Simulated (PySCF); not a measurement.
C2H8N2Si, SMILES N[Si]N(C)C, singlet, PBE0/def2-SVP optimised geometry. Atoms within 1.6 Å of the plane z = 1.5 Å (x, y, z in Å): Si1 (0.01, -1.33, 0.00), N2 (1.74, -1.33, 0.00), H3 (2.39, -0.56, -0.08), H4 (2.22, -2.22, 0.04), N5 (-0.36, 0.38, 0.00), C7 (0.53, 1.50, 0.08), H8 (-2.08, 1.37, 0.74), H12 (0.19, 2.22, 0.85), H13 (1.55, 1.19, 0.36).

Computed with PBE0/def2-TZVP in PySCF.

Map of the electron localisation function on the plane z = 1.5 Å:

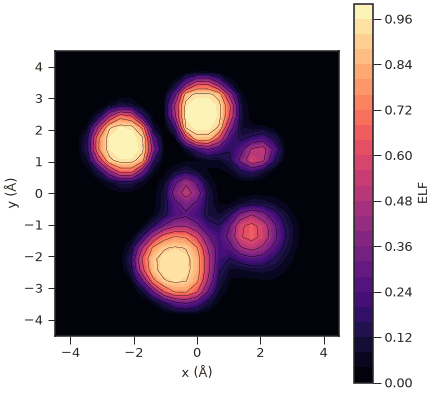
Fig. 1. Electron localisation function on the plane z = 1.5 Å.
